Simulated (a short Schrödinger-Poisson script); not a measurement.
System: symmetric double-gate stack, SiO2 on p-type GaAs, at 300 K.

```
layer  material  thickness (nm)  Na (cm⁻³)
-----  --------  --------------  ---------
1          SiO2             3.4          -
2          GaAs               6       1e15
3          SiO2             3.4          -
```

Constants are typed, rounded textbook-type inputs, not results; the design itself was drawn at random and stands for no fabricated device. SiO2: permittivity 3.9, conduction-band edge (eV) 3.17, gap (eV) 9, electron mass (mₑ) 0.5. GaAs: permittivity 12.9, conduction-band edge (eV) 0, gap (eV) 1.424, Nv at 300 K (cm⁻³) 9e18.

Channel valleys (confinement mass, in-plane density-of-states mass, number): Γ 0.067, 0.067, 1. At the gates, both at one voltage, the conduction-band edge of layer 1 lies 3.5 eV − eVg above the Fermi level of the channel. Gaps are held at their typed values at every temperature. Mesh 0.03 nm at interfaces.

From a short Schrödinger-Poisson script (our own, NumPy): 1D Poisson equation in equilibrium, electrons quantum, Hartree (BenDaniel-Duke, 12 states a valley, the channel's in-plane mass for all, wave functions ending at the dielectric), parabolic valleys, classical holes, full ionisation, no traps, pinning or gate leakage.

Only gate voltages with over 1e8 electrons/cm² are shown.

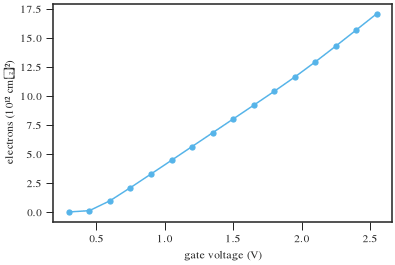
Figure: Sheet density against gate voltage

| Vg (V) | electrons (cm⁻²) | C (μF/cm²) | Γ E0 (meV) | Γ E1 (meV) |
|---|---|---|---|---|
| 0.3 | 5.43e8 | 0.00342 | 186.0 | 653.6 |
| 0.45 | 1.12e11 | 0.475 | 46.2 | 513.5 |
| 0.6 | 9.61e11 | 1.15 | -26.4 | 438.7 |
| 0.75 | 2.09e12 | 1.24 | -73.3 | 388.8 |
| 0.9 | 3.27e12 | 1.26 | -116.4 | 342.6 |
| 1.05 | 4.45e12 | 1.26 | -158.8 | 297.1 |
| 1.2 | 5.63e12 | 1.26 | -201.1 | 251.7 |
| 1.35 | 6.81e12 | 1.26 | -243.4 | 206.4 |
| 1.5 | 8.00e12 | 1.27 | -285.7 | 161.1 |
| 1.65 | 9.18e12 | 1.27 | -327.8 | 115.9 |
| 1.8 | 1.04e13 | 1.29 | -369.3 | 71.5 |
| 1.95 | 1.16e13 | 1.35 | -407.8 | 30.0 |
| 2.1 | 1.29e13 | 1.43 | -440.5 | -5.5 |
| 2.25 | 1.43e13 | 1.48 | -468.3 | -35.9 |
| 2.4 | 1.57e13 | 1.50 | -493.7 | -63.9 |
| 2.55 | 1.71e13 | 1.50 | -518.2 | -91.0 |

Subbands count from the Fermi level. The capacitance is that of both gates.

Above a few 1e12 electrons/cm² a light Γ valley is non-parabolic and upper valleys begin to fill, which the model leaves out.
